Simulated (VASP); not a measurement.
```yaml
crystal:
  lattice:
    - [3.18134, 0.00000, 0.00000]
    - [-1.59067, 2.75512, 0.00000]
    - [0.00000, 0.00000, 5.27433]
  atoms:
    - { symbol: B, position: [0.66667, 0.33333, 0.50037] }
    - { symbol: B, position: [0.33333, 0.66667, 0.00037] }
    - { symbol: P, position: [0.66667, 0.33333, 0.87463] }
    - { symbol: P, position: [0.33333, 0.66667, 0.37463] }
```

Method: PBEsol GGA, VASP's PBE PAW potentials (set 64) (plane waves; VASP 6.6.1). Run with 520 eV cut-off, 9×9×5 Γ-centred mesh, tetrahedra with Blöchl corrections, potentials B P.

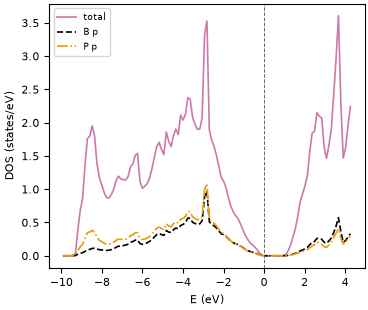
Fig. 1. Total and projected density of states, zero at the valence-band maximum

Within 2 eV below the valence-band maximum the largest weight inside VASP's projection spheres is B p, then P p.

The gap is indirect, 0.83 eV, from the valence maximum at Γ to the conduction minimum at K.

The structure comes from a computed database's BP entry (P6_3mc); how it stands against other phases isn't given here. It was relaxed first.
